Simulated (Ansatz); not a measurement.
# H$_{5}$O$_{3}$PSi···HF: what the fields show

Input file:

```
crystal:
  periodic: [false, false, false]
  atoms:
    - { symbol: Si, position_ang: [0.254981, 0.456321, -0.26051] }
    - { symbol: F, position_ang: [0.581605, -0.708507, 2.272219] }
    - { symbol: O, position_ang: [1.525533, -0.551465, -0.599829] }
    - { symbol: H, position_ang: [1.319589, -1.295671, -1.177282] }
    - { symbol: O, position_ang: [-0.311995, 1.241588, -1.613401] }
    - { symbol: H, position_ang: [-1.155642, 0.897663, -1.925202] }
    - { symbol: O, position_ang: [-1.091673, -0.379486, 0.23924] }
    - { symbol: H, position_ang: [-0.92468, -0.949274, 0.999845] }
    - { symbol: P, position_ang: [1.043392, 1.977064, 1.125553] }
    - { symbol: H, position_ang: [2.406913, 1.683622, 0.836997] }
    - { symbol: H, position_ang: [0.934199, 3.063759, 0.212033] }
    - { symbol: H, position_ang: [0.452279, 0.049585, 2.791837] }
basis:
  gaussian: { orbitals: def2-SVP }
hamiltonian:
  xc: pbe0
  dispersion: d4
relax:
  f_tol: 0.03
  max_steps: 50
output:
  orbitals: {}
```

Launched as:

```sh
ansatz run input.yaml --threads 4 --pin off --max-ram 5120MiB --backend cpu --events-out ev --progress --plain --runs-dir out
```

The fields are those of the run's last geometry, not of the input's.

All numbers below come from RKS PBE0-D4/def2-SVP (Ansatz).

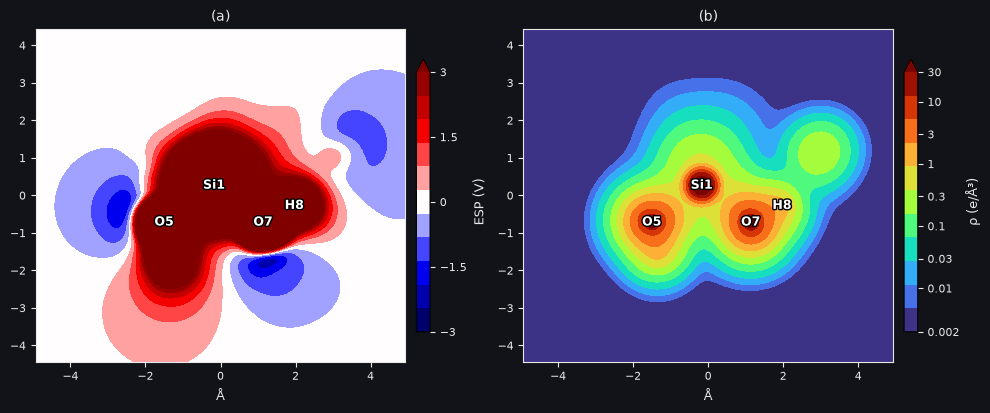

Figure 1. (a) electrostatic potential; (b) total electron density on the plane of atoms O5, Si1 and O7.

> Interpret the plot.

- Atoms in the plane: Si, O and H.
- Si–O (1.65 Å): ρ at the midpoint is about 1.1 e/Å³.
- O–H (0.97 Å): the density is about 3.7 e/Å³ at the midpoint.
- Outside the dense part of the complex the potential is most negative (−2.0 V) near O7.

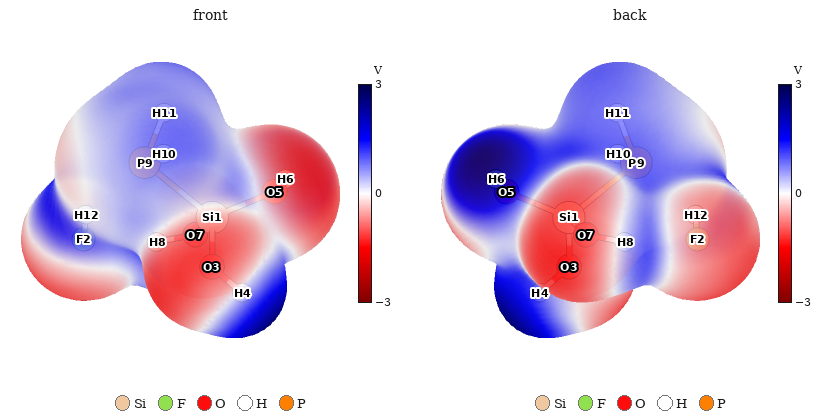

Figure 2. The electrostatic potential painted on the density surface at 0.002 e/bohr³, seen from the front and from behind; the colour scale runs from red (negative) to blue (positive).

> Describe the electrostatic potential map.

The most negative region (about −1.3 V) lies over O3, O5 and O7, the most positive (about +2.6 V) over H4 and H6.

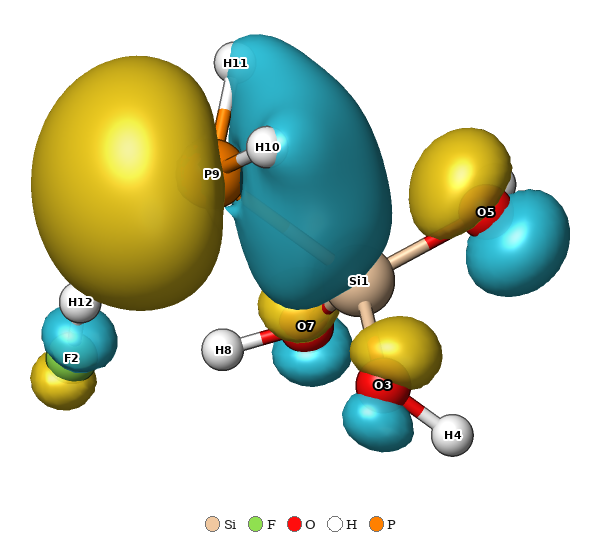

Figure 3. The HOMO at ±0.1 Å⁻³ᐟ² (yellow and cyan are the two phases), seen at a tilt.

> Describe this orbital and give its energy.

By Hirshfeld shares it lies mainly on P9 (about 65 %), Si1 (about 10 %) and O5 (about 10 %). Its energy is −7.74 eV.
